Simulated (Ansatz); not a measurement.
These are PBE (plane waves to 420 eV, PAW; Ansatz, a quantum-chemistry and plane-wave program) values and carry that method's errors.

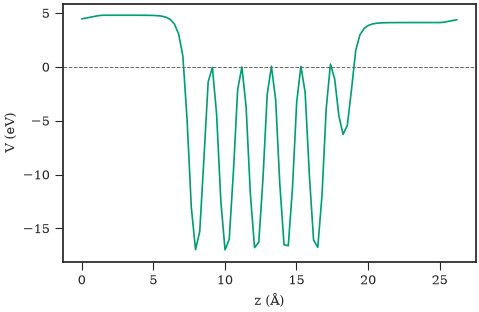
*Electrostatic potential energy of an electron, averaged over planes parallel to the surface, in eV from the Fermi level, for the (111) surface of fcc Cu, one row in 2 of the top plane missing (bottom of the slab: a bare face, its two planes held)*

Model: 11-atom slab, 10.5 Å thick at the start with caps and adatoms (thin: gaps and levels are the slab's own), 17x9x1 mesh, Fermi-Dirac 0.1 eV, dipole correction, 4 atoms held, the rest relaxed; no symmetry held; no spin, no spin-orbit, no U. It is one candidate, not shown to be the stable structure of the face.

The vacuum level lies 4.12 eV above the Fermi level over the top face and 4.80 eV above it under the bottom face.
